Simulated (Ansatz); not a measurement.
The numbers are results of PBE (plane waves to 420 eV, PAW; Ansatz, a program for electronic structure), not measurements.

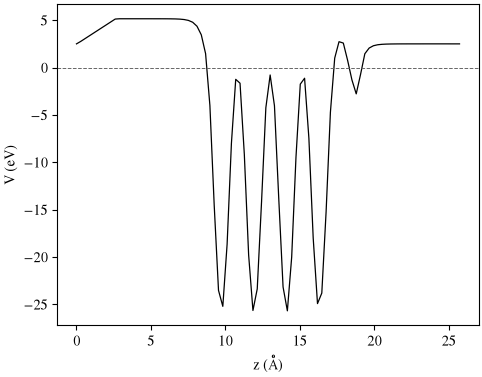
Fig. 1. Plane-averaged electrostatic potential energy along the normal, in eV from the Fermi level, for NH3 on the 1x1 (111) surface of fcc Rh, one in a 2x2 cell, started at the site 'bridge Rh-Rh (span 2.7 Å)'

Set-up: 20 atoms, 6.5 Å thick at the start under the adsorbate (thin: gaps and levels are the slab's own); mesh 6x6x1; 0.1 eV smearing; dipole correction on; 8 atoms held, the rest relaxed; no symmetry held; no spin, no spin-orbit, no U, no dispersion correction. At the end it is bonded to Rh. In PBE it is, or lies within 0.03 eV of, the lowest of the starts that converged.

Task: The surface cell has an area of 25.41 Å². What dipole along the normal does the step between the two vacuum levels imply?

Result: the top vacuum level lies 2.65 eV below the bottom one; p = −ε₀ A ΔV (ε₀ = 0.005526 e/(V·Å)) gives 0.37 e·Å a cell.
